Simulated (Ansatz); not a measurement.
**C₂H₇FSi₂: a changed input and its effect**

System: C₂H₇FSi₂.
Method of run A: RKS r2SCAN-D4/def2-TZVPP (Ansatz 0.2.0).

The geometry comes from this level: PBE0-D4/def2-TZVP. Text and figures count atoms from 1; the logs count them from 0 in places.

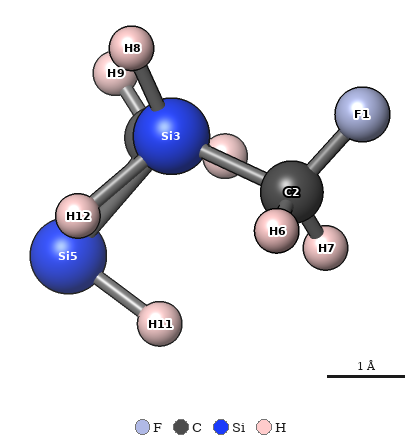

**Figure 1.** The structure (ball-and-stick view, seen at a tilt; atoms are numbered from 1 in the order of the input). Bond lengths as drawn: C–F 1.39 Å, C–H 1.09 Å, C–Si 1.82 to 1.96 Å, H–Si 1.48 to 1.63 Å and Si–Si 2.50 Å.

## The input, run A
```yaml
crystal:
  periodic: [false, false, false]
  atoms:
    - {symbol: F, position_ang: [-2.389153, -0.129048, 1.188657]}
    - {symbol: C, position_ang: [-1.429034, 0.658349, 0.561048]}
    - {symbol: Si, position_ang: [0.252917, -0.191980, 0.668163]}
    - {symbol: C, position_ang: [0.810371, -1.208089, -0.739293]}
    - {symbol: Si, position_ang: [1.872246, 0.387183, -1.152850]}
    - {symbol: H, position_ang: [-1.419279, 1.639012, 1.046269]}
    - {symbol: H, position_ang: [-1.715786, 0.797269, -0.485584]}
    - {symbol: H, position_ang: [0.597550, -0.610158, 2.046918]}
    - {symbol: H, position_ang: [1.408800, -2.083468, -0.498881]}
    - {symbol: H, position_ang: [0.039499, -1.434984, -1.472577]}
    - {symbol: H, position_ang: [0.640532, 1.182855, -1.595838]}
    - {symbol: H, position_ang: [1.408237, 0.938059, 0.467968]}
basis:
  gaussian: {orbitals: def2-TZVPP}
hamiltonian: {xc: r2scan, dispersion: d4}
output: {forces: true, orbitals: {seedname: orbitals}}
```

Launched with:
```bash
ansatz run in.yaml --threads 4 --pin off --events-out ev --progress --plain --max-ram 10444MiB
```

Hardware: 4 threads of Arm Neoverse V2, 23 GiB of memory available, shared host.

## Output (run A)
```
Functional definition: r2SCAN
  parameter k0 = 0.174
  parameter k1 = 0.065
  parameter a1 = 4.9479
  exchange = r2scan_x(k0 = k0, k1 = k1, a1 = a1)
  correlation = r2scan_c
1505 factors; their error is unknown
mean field evaluation 1: about -20646.3833 eV, gradient 6.9e1 eV
mean field evaluation 2: about -20626.9542 eV, gradient 9.9e1 eV
mean field evaluation 4: about -20657.1735 eV, gradient 7.2e0 eV
mean field evaluation 8: about -20657.3127 eV, gradient 2.8e-1 eV
mean field evaluation 16: about -20657.2649 eV, gradient 6.8e-3 eV
mean field -20657.26491958 eV, -759.1404837975 hartree, gradient 5.7e-5 eV, S^2 0.000000; 0 other end points of the search recorded, 0 dependent functions left out
the calculation of the forces begins
reference -20657.26493236 eV, -759.1404842672 hartree; 28, 28 occupied and 247, 247 virtual orbitals, 1505 factors
Total energy: -20657.33547859 eV, -759.1430767932 hartree
Atom 0 at    -2.389153    -0.129048     1.188657 Å, force    -0.267101    -0.218817     0.179988 eV/Å
Atom 1 at    -1.429034     0.658349     0.561048 Å, force     0.274532     0.210928    -0.175578 eV/Å
Atom 2 at     0.252917    -0.191980     0.668163 Å, force    -0.019497    -0.018982     0.024666 eV/Å
Atom 3 at     0.810371    -1.208089    -0.739293 Å, force    -0.009956    -0.056326    -0.002833 eV/Å
Atom 4 at     1.872246     0.387183    -1.152850 Å, force    -0.045240     0.083318     0.114637 eV/Å
Atom 5 at    -1.419279     1.639012     1.046269 Å, force    -0.022485     0.010056    -0.002856 eV/Å
Atom 6 at    -1.715786     0.797269    -0.485584 Å, force    -0.012417     0.008234    -0.001934 eV/Å
Atom 7 at     0.597550    -0.610158     2.046918 Å, force     0.005642     0.005239    -0.013515 eV/Å
Atom 8 at     1.408800    -2.083468    -0.498881 Å, force    -0.018848     0.004965    -0.013823 eV/Å
Atom 9 at     0.039499    -1.434984    -1.472577 Å, force     0.016041    -0.006805     0.009566 eV/Å
Atom 10 at     0.640532     1.182855    -1.595838 Å, force     0.024490    -0.001354    -0.007493 eV/Å
Atom 11 at     1.408237     0.938059     0.467968 Å, force     0.074839    -0.020456    -0.110824 eV/Å
Dipole moment:    -0.092982     0.000166     0.033288 e Å
```

The input of run B differs as follows (lines with − go, lines with + come):
```diff
-hamiltonian: {xc: r2scan, dispersion: d4}
+hamiltonian: {xc: pbe, dispersion: d4}
```

Predict how the results change.

The total energies belong to different models, so their difference says nothing on which is more stable or more accurate. The largest force goes from 0.389 to 0.684 eV/Å. The HOMO goes from −5.58 to −5.42 eV. The LUMO goes from −1.71 to −1.89 eV. The dipole moment goes from 0.47 to 0.41 D. On the same kind of shared host run B took about 0.5 times as long.

## Output (run B)
```
Functional definition: PBE
  parameter kappa = 0.804
  parameter beta = 0.06672455060314922
  exchange = pbe_x(kappa = kappa, mu = beta*pi^2/3)
  correlation = pbe_c(beta = beta)
1505 factors; their error is unknown
mean field evaluation 1: about -20633.7137 eV, gradient 7.7e1 eV
mean field evaluation 2: about -20599.6713 eV, gradient 1.2e2 eV
mean field evaluation 4: about -20647.1753 eV, gradient 1.1e1 eV
mean field evaluation 8: about -20647.5133 eV, gradient 1.3e-1 eV
mean field evaluation 16: about -20647.4688 eV, gradient 1.4e-3 eV
mean field -20647.46880581 eV, -758.7804832566 hartree, gradient 2.8e-5 eV, S^2 0.000000; 0 other end points of the search recorded, 0 dependent functions left out
the calculation of the forces begins
reference -20647.46884963 eV, -758.7804848668 hartree; 28, 28 occupied and 247, 247 virtual orbitals, 1505 factors
Total energy: -20647.75931365 eV, -758.7911592226 hartree
Atom 0 at    -2.389153    -0.129048     1.188657 Å, force    -0.473182    -0.382808     0.311947 eV/Å
Atom 1 at    -1.429034     0.658349     0.561048 Å, force     0.283189     0.168874    -0.149009 eV/Å
Atom 2 at     0.252917    -0.191980     0.668163 Å, force    -0.095207     0.006931     0.051549 eV/Å
Atom 3 at     0.810371    -1.208089    -0.739293 Å, force     0.018475    -0.067204    -0.054267 eV/Å
Atom 4 at     1.872246     0.387183    -1.152850 Å, force     0.258091     0.072645    -0.015018 eV/Å
Atom 5 at    -1.419279     1.639012     1.046269 Å, force     0.014794     0.234694     0.092053 eV/Å
Atom 6 at    -1.715786     0.797269    -0.485584 Å, force    -0.033805     0.051543    -0.247710 eV/Å
Atom 7 at     0.597550    -0.610158     2.046918 Å, force     0.059546    -0.041288     0.158184 eV/Å
Atom 8 at     1.408800    -2.083468    -0.498881 Å, force     0.109443    -0.177959     0.038637 eV/Å
Atom 9 at     0.039499    -1.434984    -1.472577 Å, force    -0.146534    -0.057534    -0.136190 eV/Å
Atom 10 at     0.640532     1.182855    -1.595838 Å, force    -0.131999     0.089551    -0.046315 eV/Å
Atom 11 at     1.408237     0.938059     0.467968 Å, force     0.137190     0.102556    -0.003861 eV/Å
Dipole moment:    -0.081710     0.001318     0.024713 e Å
```

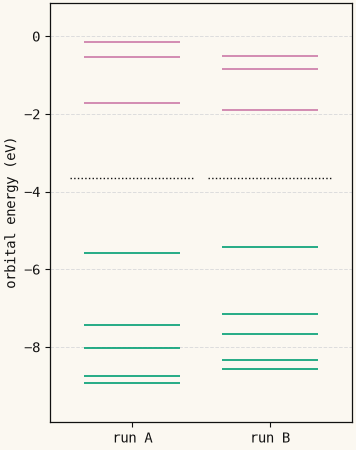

**Figure 2.** The five highest filled and three lowest empty orbital energies of the two runs; the dotted lines part filled from empty levels. The HOMO–LUMO gap is 3.88 eV in run A and 3.53 eV in run B.

## The two runs side by side

```tsv
quantity	run A	run B
outcome	converged	converged
total energy (hartree)	−759.143077	−758.791159
HOMO (eV)	−5.58	−5.42
LUMO (eV)	−1.71	−1.89
dipole moment (D)	0.47	0.41
largest force (eV/Å)	0.389	0.684
basis functions	275	275
wall time (shared host)	6 s	3 s
```
